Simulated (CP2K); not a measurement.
# C2H6Sn: MNDO

What is the vertical electron affinity of C2H6Sn at MNDO? 

The results are computed with CP2K 2026.2.

3 further runs of the same task are left out: 1 that didn't finish, 2 set aside as unsound or not needed.

## (1) The system as given

C2H6Sn has 9 atoms, charge 0, and is taken as a singlet. Geometry: a GFN2-xTB relaxation, a rough one for these elements and not checked as a minimum.

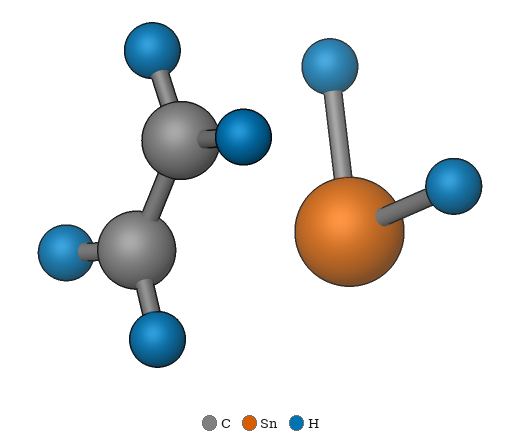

Viewed from a chosen angle; carbon grey, tin orange, hydrogen blue.

## (2) Energy and forces at MNDO

calc.inp

```
&GLOBAL
   PROJECT_NAME calc
   RUN_TYPE ENERGY_FORCE
   PRINT_LEVEL MEDIUM
&END GLOBAL

&FORCE_EVAL
   METHOD QUICKSTEP
   &DFT
      &QS
         METHOD MNDO
         EPS_DEFAULT 1.0E-10
         &SE
            &COULOMB
               CUTOFF [angstrom] 50
               RC_RANGE [angstrom] 0
            &END COULOMB
            &EXCHANGE
               CUTOFF [angstrom] 50
               RC_RANGE [angstrom] 0
            &END EXCHANGE
         &END SE
      &END QS
      &POISSON
         PERIODIC NONE
         POISSON_SOLVER ANALYTIC
      &END POISSON
      &SCF
         SCF_GUESS ATOMIC
         EPS_SCF 1.0E-06
         MAX_SCF 30
         &OT
            MINIMIZER DIIS
            PRECONDITIONER FULL_ALL
         &END OT
         &OUTER_SCF
            EPS_SCF 1.0E-06
            MAX_SCF 10
         &END OUTER_SCF
      &END SCF
      &PRINT
         &MOMENTS
            PERIODIC F
            REFERENCE COM
            MAX_MOMENT 1
         &END MOMENTS
         &MO_CUBES
            NLUMO 3
            NHOMO -1
            WRITE_CUBE F
         &END MO_CUBES
         &HIRSHFELD OFF
         &END HIRSHFELD
      &END PRINT
   &END DFT
   &SUBSYS
      &CELL
         ABC 12.8 13.4 14.1
         PERIODIC NONE
      &END CELL
      &COORD
         C      5.766980     7.602975     5.824065
         C      7.007790     7.688135     6.305975
         Sn     5.512430     5.806335     7.875545
         H      5.524530     6.946395     5.003575
         H      4.998010     8.297485     6.120625
         H      7.801990     7.065535     5.935725
         H      7.275730     8.415265     7.051475
         H      7.076250     4.984735     7.580385
         H      6.337580     6.820485     9.096425
      &END COORD
   &END SUBSYS
   &PRINT
      &FORCES ON
      &END FORCES
   &END PRINT
&END FORCE_EVAL
```

The run is started by

```sh
$ OMP_NUM_THREADS=1 cp2k.psmp calc.inp > calc.out
```

Log:

```text
CP2K| version string:                                       CP2K version 2026.2
[...]
 GLOBAL| Method name                                                        CP2K
[...]
 GLOBAL| Run type                                                   ENERGY_FORCE
[...]
                             - Atoms:                                          9
[...]
                             - Spherical basis functions:                     18
[...]
 Number of electrons:                                                         18
[...]
     1 OT DIIS     0.15E+00    0.0     0.48771661       -11.9824318691 -1.20E+01
[...]
     6 OT DIIS     0.15E+00    0.0     0.00000027       -15.9470341324 -6.62E-11
  *** SCF run converged in     6 steps ***
  Core-core repulsion energy [eV]:                            810.55323673370356
  Core Hamiltonian energy [eV]:                              -632.36297324374971
  Two-electron integral energy [eV]:                        -1224.26226128121311
  Electronic energy [eV]:                                   -1244.49410388435626
  Total energy [eV]:                                         -433.94086715065276
  Atomic reference energy [eV]:                               436.27097873113593
  Heat of formation [kcal/mol]:                                53.73365381270076
[...]
 SE_DIPOLE| Moment [Debye]          0.35685100      -1.29071620       1.73915257
 SE_DIPOLE| Derivative [a.u.]       0.00000000       0.00000000       0.00000000
 *** WARNING in qs_scf_post_se.F:140 :: Printing of MO cube files not ***
 *** implemented for Semi-Empirical method.                           ***
 ENERGY| Total FORCE_EVAL ( QS ) energy [hartree]            -15.947034132413652
 FORCES| Atomic forces [hartree/bohr]
 FORCES|   Atom     x               y               z               |f|
 FORCES|      1 -1.12921005E-02 -5.76063107E-03  8.97280424E-04   1.27083247E-02
 FORCES|      2  5.20803644E-03 -3.84100102E-03  7.52318400E-03   9.92346864E-03
 FORCES|      3  7.44319005E-02  1.42743823E-02  1.84704990E-02   7.80065711E-02
 FORCES|      4 -6.71870016E-03 -6.18396279E-03 -8.60602287E-03   1.25477471E-02
 FORCES|      5 -1.16348688E-02  5.78734650E-03  1.15889756E-03   1.30463250E-02
 FORCES|      6  1.34888498E-02 -5.07548492E-03 -2.99055688E-03   1.47191387E-02
 FORCES|      7  7.98656060E-03  8.67440540E-03  8.36470682E-03   1.44567901E-02
 FORCES|      8 -4.55597298E-02  2.02131211E-02  7.54105725E-03   5.04095902E-02
 FORCES|      9 -2.59099481E-02 -2.80881755E-02 -3.23590453E-02   5.00737339E-02
 FORCES| Sum    -1.38777878E-17  1.59594560E-16 -6.93889390E-17
 FORCES| Total atomic force                                       1.74579040E-16
[...]
```

Run time: 0.83 s. Hardware: 1 thread of Arm Neoverse N1, shared host; peak memory 0.14 GiB.

## (3) The doublet anion at the same level

job.inp

```
&FORCE_EVAL
 METHOD QUICKSTEP
 &DFT
  CHARGE -1
  MULTIPLICITY 2
  UKS T
  ! Quickstep
  &QS
   METHOD MNDO
   EPS_DEFAULT 1.0E-10
   &SE
    &COULOMB
     CUTOFF [angstrom] 50
     RC_RANGE [angstrom] 0
    &END COULOMB
    &EXCHANGE
     CUTOFF [angstrom] 50
     RC_RANGE [angstrom] 0
    &END EXCHANGE
   &END SE
  &END QS
  ! no periodic images
  &POISSON
   PERIODIC NONE
   POISSON_SOLVER ANALYTIC
  &END POISSON
  &SCF
   SCF_GUESS ATOMIC
   EPS_SCF 1.0E-06
   MAX_SCF 80
   ADDED_MOS 4
   &DIAGONALIZATION
    ALGORITHM STANDARD
   &END DIAGONALIZATION
   &MIXING
    METHOD DIRECT_P_MIXING
    ALPHA 0.4
   &END MIXING
  &END SCF
  &PRINT
   &MOMENTS
    PERIODIC F
    REFERENCE COM
    MAX_MOMENT 1
   &END MOMENTS
   &MO ON
    ENERGIES T
    OCCUPATION_NUMBERS T
    NDIGITS 6
    &EACH
     QS_SCF 0
    &END EACH
    ADD_LAST NUMERIC
   &END MO
   &HIRSHFELD OFF
   &END HIRSHFELD
  &END PRINT
 &END DFT
 ! atoms, cell and kinds
 &SUBSYS
  &CELL
   ABC [angstrom] 12.8 13.4 14.1
   PERIODIC NONE
  &END CELL
  &COORD
   C      5.766980     7.602975     5.824065
   C      7.007790     7.688135     6.305975
   Sn     5.512430     5.806335     7.875545
   H      5.524530     6.946395     5.003575
   H      4.998010     8.297485     6.120625
   H      7.801990     7.065535     5.935725
   H      7.275730     8.415265     7.051475
   H      7.076250     4.984735     7.580385
   H      6.337580     6.820485     9.096425
  &END COORD
 &END SUBSYS
 ! extra output
 &PRINT
  &FORCES ON
  &END FORCES
 &END PRINT
&END FORCE_EVAL

&GLOBAL
 PROJECT job
 RUN_TYPE ENERGY_FORCE
 PRINT_LEVEL MEDIUM
&END GLOBAL
```

The run is started by

```sh
$ OMP_NUM_THREADS=1 cp2k.psmp job.inp > job.out
```

Log:

```text
CP2K| version string:                                       CP2K version 2026.2
[...]
 GLOBAL| Method name                                                        CP2K
[...]
 GLOBAL| Run type                                                   ENERGY_FORCE
[...]
                             - Atoms:                                          9
[...]
                             - Spherical basis functions:                     18
[...]
 Number of electrons:                                                         10
[...]
     1 P_Mix/Diag. 0.40E+00    0.0     0.44002539       -10.9973864740 -1.10E+01
[...]
    37 DIIS/Diag.  0.20E-06    0.0     0.00000089       -15.9727340486 -2.87E-12
  *** SCF run converged in    37 steps ***
  Core-core repulsion energy [eV]:                            810.55323673370356
  Core Hamiltonian energy [eV]:                              -656.91803082104207
  Two-electron integral energy [eV]:                        -1176.55080669518406
  Electronic energy [eV]:                                   -1245.19343416863421
  Total energy [eV]:                                         -434.64019743493066
  Atomic reference energy [eV]:                               436.27097873113593
  Heat of formation [kcal/mol]:                                37.60671306408036
[...]
 SE_DIPOLE| Moment [Debye]          1.56040185       0.16339782       0.54778924
 SE_DIPOLE| Derivative [a.u.]       0.00000000       0.00000000       0.00000000
 ENERGY| Total FORCE_EVAL ( QS ) energy [hartree]            -15.972734048594415
 FORCES| Atomic forces [hartree/bohr]
 FORCES|   Atom     x               y               z               |f|
 FORCES|      1 -5.49059661E-02 -3.76356041E-02  1.88909983E-02   6.91951850E-02
 FORCES|      2  5.91240381E-02  2.09582935E-02  2.94152369E-03   6.27977270E-02
 FORCES|      3  5.45649571E-02  1.49679422E-02  8.11938155E-03   5.71602851E-02
 FORCES|      4 -5.47529659E-03 -2.10286852E-03 -1.16409346E-02   1.30350407E-02
 FORCES|      5 -9.92733804E-03  8.67943936E-03 -2.85720777E-03   1.34925292E-02
 FORCES|      6  1.16038634E-02 -5.25722713E-03 -7.66548103E-04   1.27622756E-02
 FORCES|      7  7.11973930E-03  5.89436745E-03  8.43574996E-03   1.25138377E-02
 FORCES|      8 -3.92244062E-02  1.72824298E-02  4.97831370E-03   4.31511301E-02
 FORCES|      9 -2.28795910E-02 -2.27867724E-02 -2.81012767E-02   4.28064765E-02
 FORCES| Sum    -1.24900090E-16 -1.17961196E-16 -2.01227923E-16
 FORCES| Total atomic force                                       2.64589405E-16
[...]
```

Run time: 0.53 s. Hardware: 1 thread of Arm Neoverse N1, shared host; peak memory 0.13 GiB.

## (4) Results

At MNDO:

```
                                                 quantity          value
                             singlet C2H6Sn: total energy   -15.94703 Eh
                            singlet C2H6Sn: dipole moment         2.19 D
singlet C2H6Sn: heat of formation at this unrelaxed shape  53.7 kcal/mol
                 singlet C2H6Sn: largest force on an atom     4.011 eV/Å
                              doublet anion: total energy   -15.97273 Eh
        doublet anion: HOMO energy (highest over α and β)       -0.96 eV
         doublet anion: LUMO energy (lowest over α and β)        5.77 eV
 doublet anion: heat of formation at this unrelaxed shape  37.6 kcal/mol
                  doublet anion: largest force on an atom     3.558 eV/Å
        vertical electron affinity (to the doublet anion)       0.699 eV
```

What this shows: At fixed nuclei the extra electron is bound by 0.70 eV (67.5 kJ/mol). The largest force (singlet C2H6Sn) is 4.01 eV/Å: the shape isn't a stationary point for this species at this level. A minimal valence basis can't be trusted even for the sign of an electron affinity.
